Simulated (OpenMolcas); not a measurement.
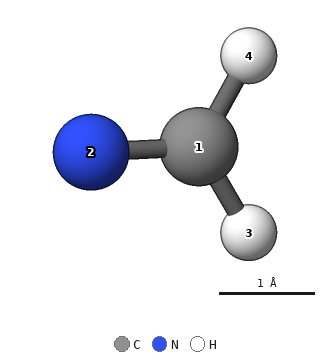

The input geometry (ball-and-stick view, seen at a tilt; atoms are numbered from 1 in the order of the input). Bond lengths as drawn: C–H 1.10 Å and C–N 1.24 Å.

**Run report: CH₂N, single-point calculation (part 1 of 2)**

The run: single-point calculation of CH₂N, multiplicity 2, SMILES C=[N]. Method and program: CASPT2/def2-TZVPP (OpenMolcas 26.06).

The geometry comes from this level: PBE0-D4/def2-TZVP.

### Log
```
--- Start Module: gateway ---

                                              &GATEWAY

                       available to each process: 1.9 GB of memory, 1 thread

 Basis Set     1 Label: C.DEF2-TZVPP
 Basis set is read from library:.
 basistype.tbl is not found

 Basis Set     2 Label: N.DEF2-TZVPP
 Basis set is read from library:.
 basistype.tbl is not found

 Basis Set     3 Label: H.DEF2-TZVPP
 Basis set is read from library:.
 basistype.tbl is not found

++    Symmetry information:
      ---------------------

                    Character Table for C1

                             E
                    a        1  x, y, xy, Rz, z, xz, Ry, yz, Rx, I
--

++    Basis set information:
      ----------------------

      Basis set label: C.DEF2-TZVPP.........

      Electronic valence basis set:
      ------------------
      Associated Effective Charge   6.000000 au
      Associated Actual Charge      6.000000 au
      Nuclear Model: Point charge

      Shell  nPrim  nBasis  Cartesian Spherical Contaminant
         s      11       5        X
         p       6       3        X
         d       2       2                 X
         f       1       1                 X

      Basis set label: N.DEF2-TZVPP.........

      Electronic valence basis set:
      ------------------
      Associated Effective Charge   7.000000 au
      Associated Actual Charge      7.000000 au
      Nuclear Model: Point charge

      Shell  nPrim  nBasis  Cartesian Spherical Contaminant
         s      11       5        X
         p       6       3        X
         d       2       2                 X
         f       1       1                 X

      Basis set label: H.DEF2-TZVPP.........

      Electronic valence basis set:
      ------------------
      Associated Effective Charge   1.000000 au
      Associated Actual Charge      1.000000 au
      Nuclear Model: Point charge

      Shell  nPrim  nBasis  Cartesian Spherical Contaminant
         s       5       3        X
         p       2       2        X
         d       1       1                 X
--

++    Molecular structure info:
      -------------------------

                    ************************************************
                    **** Cartesian Coordinates / bohr, angstrom ****
                    ************************************************

     Center  Label                x              y              z                     x              y              z
        1      C1              -0.025700      -0.020806      -0.027344             -0.013600      -0.011010      -0.014470
        2      N2               1.374473       1.111858       1.462194              0.727340       0.588370       0.773760
        3      H3              -1.645876       0.921808      -0.919956             -0.870960       0.487800      -0.486820
        4      H4               0.297122      -2.012861      -0.514875              0.157230      -1.065160      -0.272460

                    ***************************************
                    *    InterNuclear Distances / bohr    *
                    ***************************************

               1 C1            2 N2            3 H3            4 H4
    1 C1       0.000000
    2 N2       2.337122        0.000000
    3 H3       2.076113        3.851399        0.000000
    4 H4       2.076098        3.851410        3.542826        0.000000

                    *******************************************
                    *    InterNuclear Distances / angstrom    *
                    *******************************************

               1 C1            2 N2            3 H3            4 H4
    1 C1       0.000000
    2 N2       1.236752        0.000000
    3 H3       1.098632        2.038072        0.000000
    4 H4       1.098624        2.038078        1.874783        0.000000

                    **************************************
                    *    Valence Bond Angles / degree    *
                    **************************************
                          Atom centers                 Phi
                      2 N2       1 C1       3 H3       121.43
                      2 N2       1 C1       4 H4       121.44
                      3 H3       1 C1       4 H4       117.13
--

            Nuclear Potential Energy             27.66817022 au

--- Stop Module: gateway /rc=_RC_ALL_IS_WELL_ ---

--- Start Module: seward ---

                                              &SEWARD

                       available to each process: 1.9 GB of memory, 1 thread

               SEWARD will generate:
                  Multipole Moment integrals up to order  2
                  Kinetic Energy integrals
                  Nuclear Attraction integrals (point charge)
                  One-Electron Hamiltonian integrals
                  Velocity integrals
                  Orbital angular momentum around (  0.6274   0.5075   0.6674 )
                  Velocity quadrupole around (  0.6274   0.5075   0.6674 )
                  Two-Electron Repulsion integrals

                   Integrals are discarded if absolute value <: 1.00E-14
                   Integral cutoff threshold is set to       <: 1.00E-16

            Nuclear Potential Energy             27.66817022 au

      Basis set specifications :
      Symmetry species         a
      Basis functions           90

--- Stop Module: seward /rc=_RC_ALL_IS_WELL_ ---
--- Module seward spent 2 seconds ---

--- Start Module: rasscf ---

                                              &RASSCF

                       available to each process: 1.9 GB of memory, 1 thread

      Header of the ONEINT file:
      --------------------------

      OrdInt status: non-squared

      Cartesian coordinates in angstrom:
      -----------------------------------------------------
      No.  Label        X            Y            Z
      -----------------------------------------------------
       1   C1        -0.01360000  -0.01101000  -0.01447000
       2   N2         0.72734000   0.58837000   0.77376000
       3   H3        -0.87096000   0.48780000  -0.48682000
       4   H4         0.15723000  -1.06516000  -0.27246000
      -----------------------------------------------------
      Nuclear repulsion energy =   27.66817022

++    Wave function specifications:
      -----------------------------

      Number of closed shell electrons           4
      Number of electrons in active shells      11
      Max number of holes in RAS1 space          0
      Max nr of electrons in RAS3 space          0
      Number of inactive orbitals                2
      Number of active orbitals                 10
      Number of secondary orbitals              78
      Spin quantum number                      0.5
      State symmetry                             1
--

++    Orbital specifications:
      -----------------------

      Symmetry species                           1
                                                 a
      Frozen orbitals                            0
      Inactive orbitals                          2
      Active orbitals                           10
      RAS1 orbitals                              0
      RAS2 orbitals                             10
      RAS3 orbitals                              0
      Secondary orbitals                        78
      Deleted orbitals                           0
      Number of basis functions                 90
--

++    CI expansion specifications:
      ----------------------------

      Number of CSFs                         27720
      Number of determinants                 52920
      Number of root(s) required                 1
      Root chosen for geometry opt.              1
      CI root used                               1

      highest root included in the CI            1
      max. size of the explicit Hamiltonian    200
--

++    Optimization specifications:
      ----------------------------

      RASSCF algorithm: Conventional
      Maximum number of macro iterations       200
      Maximum number of SX iterations          100
      Threshold for RASSCF energy            1.000E-08
      Threshold for max MO rotation          1.000E-01
      Threshold for max BLB element          1.000E-04
      Level shift parameter                  5.000E-01
      Make Quasi-Newton update
--

      The MO-coefficients are taken from the file:
      step2.RasOrb
      Title: RASSCF average (pseudo-natural) orbitals

      Total molecular charge    0.00

      ************************************************************************************************************************
      *                                            Wave function control section                                             *
      ************************************************************************************************************************

                                         RASSCF iterations: Energy and convergence statistics
                                         ----------------------------------------------------

          iter iter root      energy       change     param      element    value   shift minimum  type update hh:mm:ss
 Nr of preliminary CI iterations:   5
        1   1    5    1   -93.58199243    0.00E+00   4.84E-04    1  10 1  1.98E-04*  0.12   0.00    SX    NO    0:00:01
        2   1    5    1   -93.58199266   -2.27E-07*  1.55E-04    6  36 1 -2.07E-05   0.12   0.00    SX    NO    0:00:00
        3   1    4    1   -93.58199268   -2.10E-08*  6.81E-05    5  86 1  6.05E-06   0.12   0.00    SX    NO    0:00:00
        4   7    5    1   -93.58199945   -6.77E-06*  3.54E-04    1  10 1 -1.52E-04*  0.12   0.00    SX    NO    0:00:00
        5   3    5    1   -93.58199957   -1.25E-07*  2.38E-04    1  10 1 -3.15E-05   0.12   1.67    LS   YES    0:00:00
        6   4    5    1   -93.58199960   -2.50E-08*  1.32E-04    1  10 1  4.62E-05   0.12   1.01    QN   YES    0:00:00
        7   3    4    1   -93.58199961   -1.08E-08*  1.35E-04    1  10 1  1.41E-05   0.12   1.69    QN   YES    0:00:00
        8   3    4    1   -93.58199961   -3.79E-09   3.88E-05    7  79 1  4.54E-06   0.12   1.18    QN   YES    0:00:00
      Convergence after  8 iterations
        9   1    4    1   -93.58199961   -3.96E-10   3.88E-05    1  10 1 -3.49E-06   0.12   1.18    QN   YES    0:00:00

      ************************************************************************************************************************
                                                      Wave function printout:
                       occupation of active orbitals, and spin coupling of open shells (u,d: Spin up or down)
      ************************************************************************************************************************

      Note: transformation to natural orbitals
      has been made, which may change the order of the CSFs.

      printout of CI-coefficients larger than  0.05 for root  1
      energy=     -93.582000
      conf/sym  1111111111     Coeff  Weight
             1  22222u0000   0.95907 0.91981
             7  2222udu000   0.07220 0.00521
           132  22220u2000   0.15640 0.02446
           176  222uduud00  -0.05449 0.00297
           527  22022u0002   0.05372 0.00289

      Natural orbitals and occupation numbers for root  1
      sym 1:   1.994735   1.976466   1.973135   1.982533   1.923389   1.002281   0.080246   0.024257   0.019783   0.023175

      ************************************************************************************************************************
      *                                                    Final results                                                     *
      ************************************************************************************************************************

++    Final optimization conditions:
      ------------------------------

      Average CI energy                             -93.58199961
      RASSCF energy for state  1                    -93.58199961
      Super-CI energy                                -0.00000000
      RASSCF energy change                            0.00000000
      Max change in MO coefficients              -6.652E-05
      Max non-diagonal density matrix element     3.879E-05
      Maximum BLB matrix element                 -3.488E-06
      (orbital pair   1,  10 in symmetry   1)
      Norm of electronic gradient            9.531E-06
--

      Final state energy(ies):
      ------------------------

::    RASSCF root number  1 Total energy:    -93.58199961

++    Molecular orbitals:
      -------------------

      Pseudonatural active orbitals and approximate occupation numbers

      MOLECULAR ORBITALS FOR SYMMETRY SPECIES 1: a
```
